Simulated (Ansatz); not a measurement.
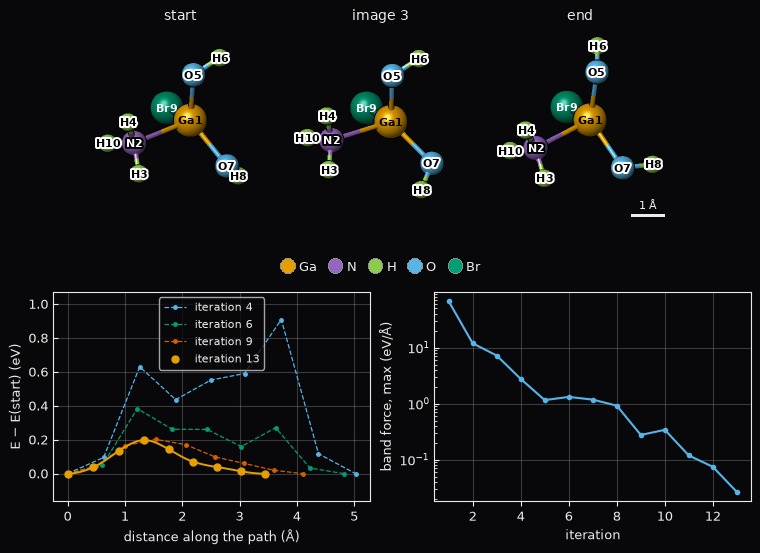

A nudged-elastic-band calculation for GaNH5O2Br. Images are numbered from 0 (start) to 8 (end). The plot follows the band through its iterations. A ball-and-stick model, seen from a free direction.

Theory: RKS PBE/def2-SVP in Ansatz 0.2.0. Settings: 7 movable images; climbing image; force threshold 0.03 eV/Å; iteration limit 60; starting path through a guess of the saddle point.

Q: Did the band converge, and can the barrier be trusted?

A: The result is final at these settings. The band converged in 13 iterations. The largest component of the band force went from 67 to 0.027 eV/Å. The climbing image converged on the top of the path. Its vibrational analysis gives one imaginary mode (312i cm⁻¹), as a transition state must have. The first iteration put the highest image at 14.773 eV. The barrier is about 0.198 eV in both directions, with image 3 at the top; the ends have nearly the same energy.

Cost: 2.5 min on 4 threads of Arm Neoverse V1, on a shared host, peak memory 0.22 GiB.
